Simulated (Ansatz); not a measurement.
# [HSO2]− (SMILES O=[SH][O-]): levels of theory compared

Aim: a comparison of 6 runs (UPBE0/STO-3G, r2SCAN0/STO-3G, MP2/STO-3G, CCSDT/STO-3G, CCSDTQ/STO-3G, CCSD/STO-3G) of [HSO2]−. 

The results are computed with Ansatz 0.2.0.

11 further runs of the same task are left out: 9 that didn't finish, 2 set aside as unsound or not needed.

**1. The molecule**

[HSO2]− has 4 atoms, charge -1, and is taken as a singlet. As SMILES, `O=[SH][O-]`. The O3–S2 distance was set to 2.228 Å, away from the relaxed value.

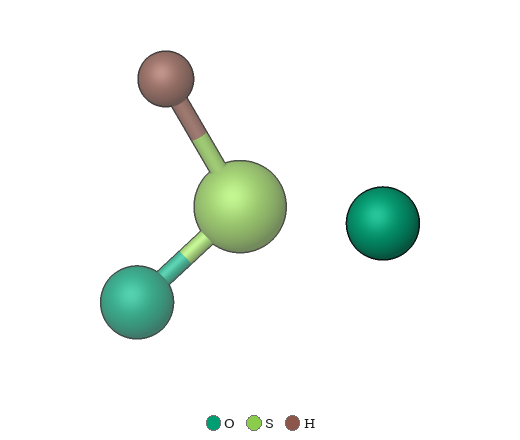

The structure, seen from a chosen angle (oxygen teal, sulfur green, hydrogen brown).

**2. A single-point energy at UPBE0/STO-3G (run 1)**

in.yaml

```yaml
crystal:
  periodic: [false, false, false]
  atoms:
    - symbol: O
      position_ang: [-1.801542, 0.401995, 0.441812]
    - symbol: S
      position_ang: [-0.802392, 0.028385, -0.591308]
    - symbol: O
      position_ang: [1.007500, -0.941190, 0.274450]
    - symbol: H
      position_ang: [-0.213532, 1.480425, -0.990748]
basis:
  gaussian: {orbitals: STO-3G}
total_charge: -1
magnetization: {spin_polarized: true, initial_magnetization: 0}
hamiltonian: {xc: pbe0}
accuracy: high
```

Started as:

```console
ansatz run in.yaml --threads 1 --pin off --max-ram 2610MiB --events-out events.jsonl --progress --plain --runs-dir runs
```

The program printed:

```text
Warning: RAYON_NUM_THREADS=1 ignored (pool sized by the plan → 1); use --threads N
Functional definition: PBE0
  name "PBE0"
  parameter a = 0.25
  parameter kappa = 0.804
  parameter beta = 0.06672455060314922
  exchange = (1 - a)*pbe_x(kappa = kappa, mu = beta*pi^2/3) + a*exact_x
  correlation = pbe_c(beta = beta)
348 factors; integrals over basis functions are off by at most 3.3e-8 eV
mean field evaluation 1: about -14733.8114 eV, gradient 3.4e1 eV
mean field evaluation 2: about -14513.0939 eV, gradient 4.3e1 eV
mean field evaluation 4: about -14690.2832 eV, gradient 7.4e1 eV
mean field evaluation 8: about -14749.1450 eV, gradient 1.6e0 eV
mean field evaluation 16: about -14749.2332 eV, gradient 2.3e-8 eV
mean field evaluation 32: about -14749.6967 eV, gradient 2.1e-4 eV
mean field evaluation 64: about -14748.8022 eV, gradient 5.3e0 eV
mean field -14749.69665017 eV, -542.0413541902 hartree, gradient 1.7e-8 eV, S^2 0.687180; 9 other end points of the search recorded, 0 dependent functions left out
reference -14749.69665110 eV, -542.0413542244 hartree; 17, 17 occupied and 3, 3 virtual orbitals, 348 factors
Total energy: -14749.69665110 eV, -542.0413542244 hartree
```

Run time: 5.7 s. Hardware: 1 thread of Arm Neoverse V2, shared host; peak memory 0.12 GiB.

**3. The energy at r2SCAN0/STO-3G (run 2)**

molecule.yaml

```yaml
crystal:
  periodic: [false, false, false]
  atoms:
    - symbol: O
      position_ang: [-1.801542, 0.401995, 0.441812]
    - symbol: S
      position_ang: [-0.802392, 0.028385, -0.591308]
    - symbol: O
      position_ang: [1.007500, -0.941190, 0.274450]
    - symbol: H
      position_ang: [-0.213532, 1.480425, -0.990748]
basis:
  gaussian: {orbitals: STO-3G}
total_charge: -1
hamiltonian: {xc: {name: r2SCAN0}}
accuracy: high
```

Started as:

```console
ansatz run molecule.yaml --threads 1 --pin off --max-ram 2610MiB --events-out events.jsonl --progress --plain --runs-dir runs
```

The program printed:

```text
Warning: RAYON_NUM_THREADS=1 ignored (pool sized by the plan → 1); use --threads N
Functional definition: r2SCAN0
  name "r2SCAN0"
  parameter a = 0.25
  parameter k0 = 0.174
  parameter k1 = 0.065
  parameter a1 = 4.9479
  exchange = (1 - a)*r2scan_x(k0 = k0, k1 = k1, a1 = a1) + a*exact_x
  correlation = r2scan_c
348 factors; integrals over basis functions are off by at most 3.3e-8 eV
mean field evaluation 1: about -14738.9408 eV, gradient 4.8e1 eV
mean field evaluation 2: about -14519.0876 eV, gradient 6.3e1 eV
mean field evaluation 4: about -14700.2126 eV, gradient 9.7e1 eV
mean field evaluation 8: about -14754.4852 eV, gradient 1.3e-1 eV
mean field -14754.48528617 eV, -542.2173333175 hartree, gradient 1.9e-8 eV, S^2 0.000000; 0 other end points of the search recorded, 0 dependent functions left out
reference -14754.48528636 eV, -542.2173333244 hartree; 17, 17 occupied and 3, 3 virtual orbitals, 348 factors
Total energy: -14754.48528636 eV, -542.2173333244 hartree
```

Wall time 2.3 s (1 thread of Arm Neoverse V2, shared host); peak memory 0.13 GiB.

**4. A single-point energy at MP2/STO-3G (run 3)**

molecule.yaml, as its differences from that of step 3:

```diff
@@ -12,5 +12,8 @@
 basis:
-  gaussian: {orbitals: STO-3G}
+  gaussian:
+    orbitals: STO-3G
+correlation:
+  method: mp2
+  frozen_orbitals: {H: 0, O: 1, S: 5}
 total_charge: -1
-hamiltonian: {xc: {name: r2SCAN0}}
 accuracy: high
```

Started as:

```console
ansatz run molecule.yaml --threads 1 --pin off --max-ram 2610MiB --events-out events.jsonl --progress --plain --runs-dir runs
```

The program printed, shortened:

```text
Warning: RAYON_NUM_THREADS=1 ignored (pool sized by the plan → 1); use --threads N
Functional definition: HF
  name "HF"
[...]
348 factors; integrals over basis functions are off by at most 3.3e-8 eV
[...]
mean field -14720.48453809 eV, -540.9678288721 hartree, gradient 3.9e-8 eV, S^2 0.000000; 3 other end points of the search recorded, 0 dependent functions left out; unrestricted orbitals would lower it
7 core orbitals not correlated: weight in the atoms' cores, before any rotation towards them, 1.000 or more for the frozen orbitals, at most 0.000 for the correlated occupied ones
reference -14720.48453809 eV, -540.9678288721 hartree; 10, 10 occupied and 3, 3 virtual orbitals, 348 factors
second order -2.41604506 eV of doubles, -0.00000000 eV of singles
Total energy: -14722.90058315 eV, -541.0566168903 hartree
```

It took 0.16 s on 1 thread of Arm Neoverse V2, shared host.

Runs 4 to 5 aren't shown in full; the table further down has their settings and results.

**5. The energy at CCSD/STO-3G (run 6)**

run.yaml

```yaml
crystal:
  periodic: [false, false, false]
  atoms:
    - {symbol: O, position_ang: [-1.801542, 0.401995, 0.441812]}
    - {symbol: S, position_ang: [-0.802392, 0.028385, -0.591308]}
    - {symbol: O, position_ang: [1.007500, -0.941190, 0.274450]}
    - {symbol: H, position_ang: [-0.213532, 1.480425, -0.990748]}
basis:
  gaussian: {orbitals: STO-3G}
total_charge: -1
correlation: {method: ccsd, frozen_orbitals: {H: 0, O: 1, S: 5}}
accuracy: high
scf: {omitted_lower_state_checks: [cluster_reference, increment]}
```

Started as:

```console
ansatz run run.yaml --threads 1 --pin off --max-ram 2610MiB --events-out events.jsonl --progress --plain --runs-dir runs
```

The program printed:

```text
Warning: RAYON_NUM_THREADS=1 ignored (pool sized by the plan → 1); use --threads N
[... 13 lines left out ...]
7 core orbitals not correlated: weight in the atoms' cores, before any rotation towards them, 1.000 or more for the frozen orbitals, at most 0.000 for the correlated occupied ones
[... 46 lines left out ...]
Total energy: -14723.87803520 eV, -541.0925375908 hartree
Checks for a lower state left out: cluster_reference, increment
```

Run time: 0.22 s. Hardware: 1 thread of Arm Neoverse V2, shared host.

**6. All runs side by side**

| run | level | frozen core orbitals | energy (Eh) | wall time |
| --- | --- | --- | --- | --- |
| 1 | UPBE0/STO-3G | – | -542.041354 | 5.7 s |
| 2 | r2SCAN0/STO-3G | – | -542.217333 | 2.3 s |
| 3 | MP2/STO-3G | 7 | -541.056617 | 0.16 s |
| 4 | CCSDT/STO-3G | 7 | -541.104021 | 0.46 s |
| 5 | CCSDTQ/STO-3G | 7 | -541.104341 | 11 s |
| 6 | CCSD/STO-3G | 7 | -541.092538 | 0.22 s |

**7. Results**

```
                                          quantity          value
                               run 6: total energy  -541.09254 Eh
run 6: correlation energy (7 core orbitals frozen)     -124.7 mEh
                              run 6: T1 diagnostic          0.037
```

**Reading.** Totals of different functionals can't be ranked against each other. In run 6 the T1 diagnostic is large, so a single reference may not serve. In runs 3, 4, 5, 6 the log says that unrestricted orbitals would lower the reference, so the values rest on an unstable closed-shell determinant (other closed-shell runs at this shape may share the fault). In runs 1, 2, 3, 4, 5, 6 the basis is minimal, so the values are rough. Spin contamination of the reference: run 1 ⟨S²⟩ = 0.69. Where it is this large, the reference is a mixture of spin states, and values that rest on it are in doubt. All runs together took 20 s, the longest 11 s.
